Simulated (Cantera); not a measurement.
Feed: 1 mol Si3H8, 0.095 mol Cl2, 870 mol H2, held at 1430 Torr.

Method: chemical equilibrium by Gibbs-energy minimisation in Cantera with the NASA 1993 tables (ideal gas, pure condensed phases). Candidate condensed phases: Si; 19 gas species. The feed counts by its element totals alone. Gases not in the tables: Si2H6 and higher silanes. The numbers say what is thermodynamically allowed, not how fast it happens.

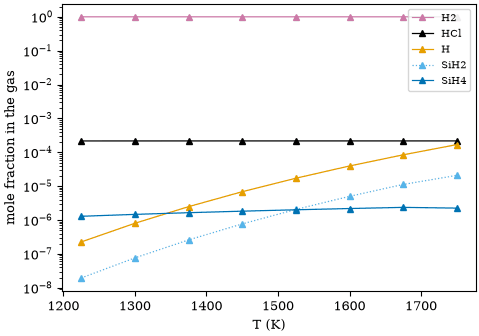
Equilibrium gas composition (values under 1e-9 drawn at 1e-9)

From 1225 K to 1675 K the condensed part is Si(s). At 1750 K the condensed part is Si(l). The main Si-bearing gas is SiH4 at 1225 K and SiH2 at 1750 K.
